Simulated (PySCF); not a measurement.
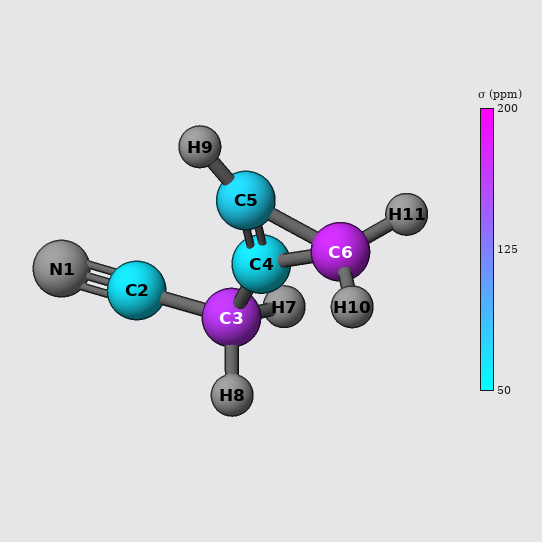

Atoms are coloured by their isotropic NMR shieldings (C only, the others grey). The computed structure is the end point of a PBE0-D3(BJ)/def2-SVP optimisation. No frequency run is at hand to confirm it as a minimum. Properties computed with GIAO PBE0/pcSseg-1 NMR shielding, non-relativistic, gas phase (PySCF 2.14.0).

**Which C atom is the most shielded (lowest chemical shift)?**

C6 (172.5 ppm).

**Which C atom is the least shielded (highest chemical shift)?**

C2, C4 (63.6 ppm).

**How wide is the range of C shifts?**

108.9 ppm.

Give the isotropic NMR shieldings of the C atoms atom by atom.

| atom | σ (ppm) |
| --- | --- |
| C2 | 63.6 |
| C3 | 165.8 |
| C4 | 63.6 |
| C5 | 71.1 |
| C6 | 172.5 |
